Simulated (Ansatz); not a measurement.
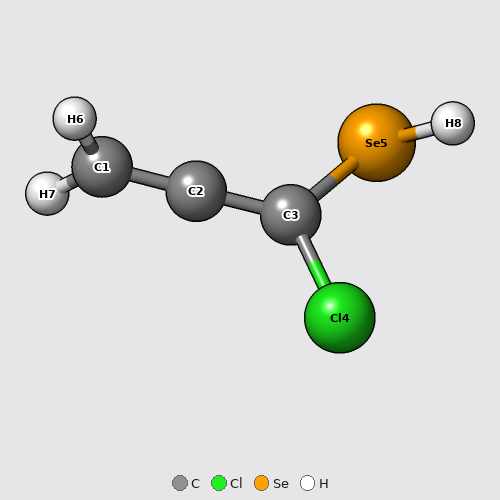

The system is C3H3ClSe, SMILES C=C=C(Cl)[SeH]; the picture shows the reference structure. First axis: angle C1–C2–C3 (carried through 180). Second axis: change of the bonds C2–C1, C2–C3, all alike. Nothing is relaxed (all other coordinates rigid). The grid has 11 × 11 points. Points are written as (first, second). Energies: kJ/mol, counted from the relaxed molecule at the same level. All numbers below come from RKS PBE-D4/def2-SVP (Ansatz).

Its coordinates:

```yaml
atoms:
  - { symbol: C, position_ang: [0.2114, 1.7855, 0.2041] }
  - { symbol: C, position_ang: [-0.0321, 0.5235, -0.0811] }
  - { symbol: C, position_ang: [-0.2602, -0.7445, -0.3645] }
  - { symbol: Cl, position_ang: [-1.7520, -1.2545, -1.1393] }
  - { symbol: Se, position_ang: [1.0944, -2.0726, -0.0555] }
  - { symbol: H, position_ang: [-0.1228, 2.2348, 1.1564] }
  - { symbol: H, position_ang: [0.7602, 2.4410, -0.4956] }
  - { symbol: H, position_ang: [0.1932, -2.9704, 0.7198] }
```

Range: angle C1–C2–C3 (carried through 180) from 140 to 220°; change of the bonds C2–C1, C2–C3, all alike from −0.145 to 0.224 Å.

**What will the energy surface look like?**

The lowest grid point is at (180°, 0.003 Å), 0.07 kJ/mol from the relaxed molecule at the same level. It is the only kind of minimum in the scanned range. The highest grid point, (140°, −0.145 Å), lies 260 kJ/mol above the lowest. Round the minimum the two coordinates are nearly uncoupled.

```tsv
second ↓, first →	140	148	156	164	172	180	188	196	204	212	220
0.224	222	216	211	209	207	207	209	211	215	220	227
0.187	175	166	160	156	155	154	156	159	163	170	179
0.150	133	122	114	109	107	106	108	111	117	125	136
0.113	97	84	75	69	65	64	66	71	77	87	100
0.076	70	55	44	36	32	31	33	38	46	58	72
0.040	55	38	25	16	11	9	12	17	27	39	57
0.003	53	33	18	8	2	0	3	9	20	35	54
−0.034	69	46	29	17	10	8	10	18	30	47	69
−0.071	105	79	60	47	39	36	39	47	61	80	104
−0.108	167	139	117	102	93	90	93	103	118	138	166
−0.145	260	229	205	189	179	175	179	189	205	228	258
```

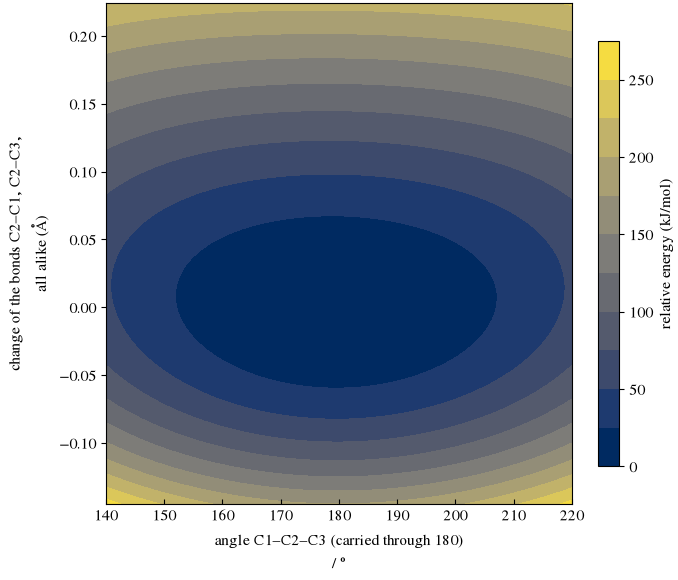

In the figure: filled contours. Between grid points the surface is interpolated.

Each point was launched as `ansatz run input.yaml --threads 1 --pin off --max-ram 2560MiB --backend cpu --events-out ev --progress --plain --runs-dir out`. The whole map (121 points run) took 10 min on 1 thread of Intel(R) Xeon(R) Platinum 8259CL CPU @ 2.50GHz (Skylake/Cascade Lake), on a shared host.
